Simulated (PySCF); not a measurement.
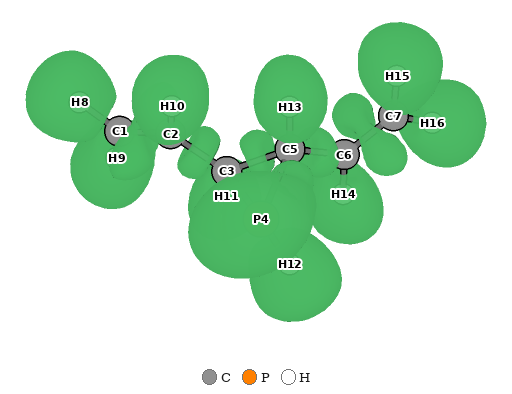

C6H9P. Isosurface of the electron localisation function at 0.75 (green), seen across its widest extent. Core shells and regions of very low density are left out.

Geometry: PBE0-D3(BJ)/def2-SVP.

The calculation used PBE0/pcSseg-1, SCF density, gas phase, non-relativistic (PySCF 2.14.0).

```xyz
16

C    -2.9361    0.4569   -0.9814
C    -1.8712    0.7399   -0.2265
C    -0.9425   -0.2607    0.3266
P    -0.4499   -0.0934    2.1392
C     0.5022    0.0863    0.5296
C     1.5528   -0.8782    0.1683
C     2.7828   -0.5577   -0.2430
H    -3.5874    1.2478   -1.3592
H    -3.1928   -0.5737   -1.2461
H    -1.6505    1.7868    0.0178
H    -1.1361   -1.2898    0.0037
H    -0.1549   -1.4834    2.3048
H     0.7600    1.1336    0.3299
H     1.2746   -1.9362    0.2591
H     3.1033    0.4838   -0.3434
H     3.5131   -1.3306   -0.4929
```

> Where are the electrons localised?

At this value the surface marks out five regions between bonded C–C atoms (shared pairs), nine regions around hydrogen nuclei and one region on P in which the atom's valence shell and bonds are merged.

Values along the shortest contacts:
C–C (1.34 Å): the ELF peaks at about 0.90 between the atoms: a multiple bond. C–P (1.88 Å): the ELF peaks at about 0.85 between the atoms; localised, covalent bonding.
